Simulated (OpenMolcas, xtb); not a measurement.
BN (boron nitride): methods side by side

BN has 2 atoms, charge 0, and is taken as a triplet. SMILES: `B#N`. The shape is that of a PBE0-D4/def2-TZVP optimisation.

| atom | x (Å) | y (Å) | z (Å) |
| --- | --- | --- | --- |
| B | 0.0000 | 0.0000 | -0.0235 |
| N | 0.0000 | 0.0000 | 1.2919 |

Quantity: the vertical ionisation energy (to the doublet cation), in eV. The values are calculated.

| level | kind | program | value (eV) |
| --- | --- | --- | --- |
| GFN2-xTB | semi-empirical | xtb | 15.60 |
| UHF/cc-pVTZ | Hartree–Fock | OpenMolcas | 10.03 |
| USVWN5/cc-pVTZ | LDA | OpenMolcas | 12.10 |
| UPBE/cc-pVTZ | GGA | OpenMolcas | 12.01 |
| U-r2SCAN/cc-pVTZ | meta-GGA | OpenMolcas | 12.11 |
| UB3LYP/cc-pVTZ | global hybrid | OpenMolcas | 12.20 |
| FCI/STO-3G | exact in the basis | OpenMolcas | 8.94 |

The values span 8.94 to 15.60 eV. The xTB values lack the empirical shift that such differences need. Spin contamination of the reference (⟨S²⟩ at least 0.1 too high) touches UHF/cc-pVTZ, USVWN5/cc-pVTZ, UPBE/cc-pVTZ, U-r2SCAN/cc-pVTZ, UB3LYP/cc-pVTZ. High-level rows in very small sets aren't better than simpler rows in larger ones.

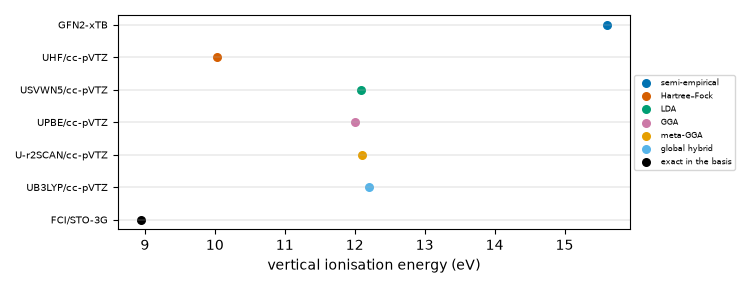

The values of the table, level by level.
